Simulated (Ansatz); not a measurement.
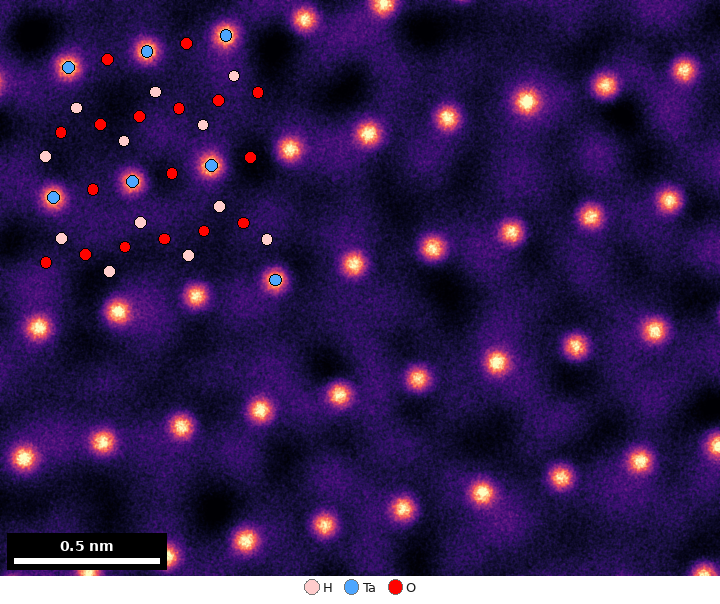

Z-contrast image of TaH2O3 (P6/mmm, No. 191) along [101]. Simulated incoherent Z contrast: every atom adds Z^1.8 spread by a probe of 0.65 Å full width; channelling and multiple scattering are left out. The probe carries 25 % of its weight in a tail 2.5 times as wide. Shot noise and the speckle of an amorphous layer were added. Model: coordinates from a relaxation (final pressure about -34 GPa) with Ansatz 0.2.0, DFT, PAW plane waves, pbe; the starting structure was generated, so it need not be a known form of this composition.

Coloured dots in one corner mark the columns of the model.

Describe what the image shows.

Answer. The columns repeat on a centred rectangular net of 2.77 × 8.60 Å (plane group c2mm). The brightest columns hold 1 Ta per repeat. The O and H columns make no clear peak of their own: they are too faint or too near a brighter column. The shortest distance between visible columns is 2.77 Å in projection (between Ta columns). Along the beam the structure repeats every 5.98 Å.
